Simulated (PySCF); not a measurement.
System: C₄H₇F₂O₂Si (doublet).

```xyz
16

C    -1.1960   -0.2299   -1.3854
C    -0.7825    0.3589   -0.0491
O     0.0207    1.4828   -0.2261
Si    1.1749    1.6276    0.9298
O     0.8620    0.1839    1.6619
C     0.0318   -0.6230    0.8918
C     0.8372   -1.6233    0.1509
F     0.1968   -2.6806   -0.3730
F     1.7619   -1.1910   -0.7153
H    -1.8063    0.4953   -1.9175
H    -0.3231   -0.4485   -1.9950
H    -1.7724   -1.1391   -1.2354
H    -1.6740    0.6518    0.5231
H     0.8567    2.6425    1.9175
H     2.4620    1.6713    0.2646
H    -0.6573   -1.1697    1.5458
```

Geometry: GFN2-xTB.

Method: PySCF 2.14.0, density-fitted response routines, UKS B3LYP, pcH-1 on C F H O Si, non-relativistic, mean-field spin-orbit, GIAO.

**What can the converged electron density, electron localisation function and spin density tell about the bonding?**

C–H (1.09 Å): ρ is about 2 e/Å³ halfway; the ELF climbs to about 1 towards the hydrogen, as it does in any bond to H (an ordinary covalent bond to hydrogen).
C–C (1.59 Å): the density is about 1.5 e/Å³ at the midpoint; the ELF peaks at about 0.95 between the atoms; localised, covalent bonding.
The unpaired spin (1 electron) lies mostly on C7 (about 0.7), F8 (about 0.1) and F9 (about 0.1), in electrons by Hirshfeld's partition.

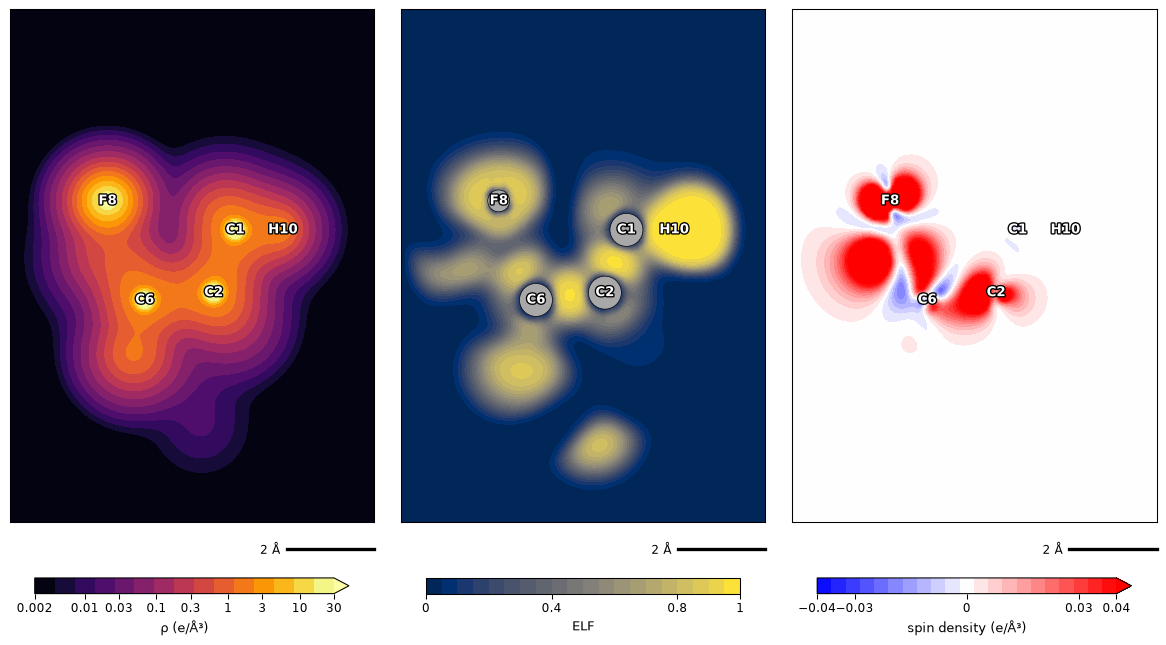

Computed electron density, electron localisation function and spin density on the plane of atoms C1, C2 and C6, in this order. Grey discs cover the atomic cores in the ELF map. 
